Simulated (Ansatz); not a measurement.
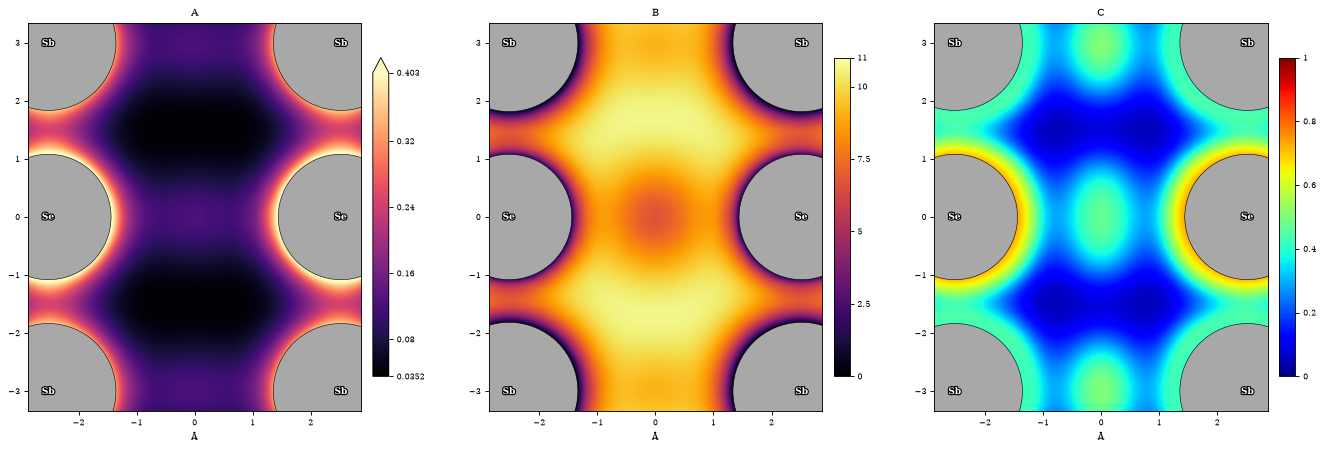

SbSe: 3 fields on the (010) plane of the conventional cell, with unlabelled colour scales. Grey discs cover the atomic cores.

Space group P6₃/mmc; started from the wurtzite_186 prototype, which need not be the ambient phase.

All numbers below come from Ansatz 0.2.0, DFT PBE, scalar-relativistic, plane waves, PAW.

**Match the panels to the quantities (electron localisation function, electrostatic potential energy of an electron and valence pseudo-density).**

Panel A: valence pseudo-density. Panel B: electrostatic potential energy of an electron (low next to the atoms, rising into the space between them). Panel C: electron localisation function. From the grid: Sb–Se (3.00 Å): ρ is about 0.25 e/Å³ halfway; the ELF is about 0.45 at the midpoint.
